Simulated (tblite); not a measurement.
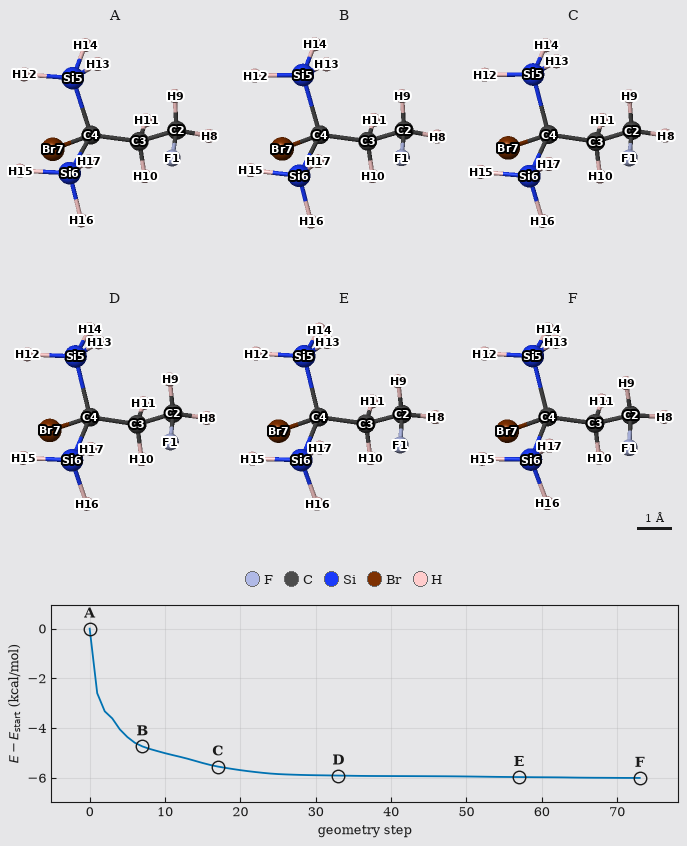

Frames of a relaxation of C3H10BrFSi2, marked on the history of the run. The picture is a ball-and-stick view, seen from a free direction.

Method: GFN2-xTB geometry optimisation, gas phase in tblite. 

**What happens along the run?**

Over 73 geometry steps the energy falls by 6.00 kcal/mol. H9 moves most after the best rigid fit: 0.31 Å. Largest moves by element: H 0.31 Å, F 0.21 Å, Si 0.18 Å, Br 0.18 Å, C 0.14 Å. Among the contacts that change: C4–Si5 1.858 → 1.911 Å, C4–Si6 1.871 → 1.919 Å, Si6–H15 1.492 → 1.462 Å, C2–C3 1.543 → 1.519 Å. Among the angles between lasting bonds that change: Si5–C4–Si6 104.8° → 115.4°, C4–Si5–H12 113.9° → 107.9°, H13–Si5–H14 105.2° → 110.6°. The run took 1 s on 1 thread of Arm Neoverse N1, on a shared host. From step 0 to 7: Si5 moves most (0.10 Å), energy −4.73 kcal/mol. From step 7 to 17: Br7 moves most (0.11 Å), energy −0.81 kcal/mol. From step 17 to 33: H15 moves most (0.11 Å), energy −0.36 kcal/mol. From step 33 to 57: F1 moves most (0.11 Å), energy −0.06 kcal/mol. From step 57 to 73: F1 moves most (0.09 Å), energy −0.04 kcal/mol.

```
step  E − E(0), kcal/mol
   0                0.00
   1               -2.59
   2               -3.32
   3               -3.61
   4               -4.05
   5               -4.36
   6               -4.59
   7               -4.73
   8               -4.84
   9               -4.92
  10               -5.01
  13               -5.23
  17               -5.54
  20               -5.69
  23               -5.80
  27               -5.87
  30               -5.89
  33               -5.91
  37               -5.92
  40               -5.93
  43               -5.93
  46               -5.93
  50               -5.94
  53               -5.95
  56               -5.96
  60               -5.97
  63               -5.98
  66               -5.99
  70               -6.00
  73               -6.00
```
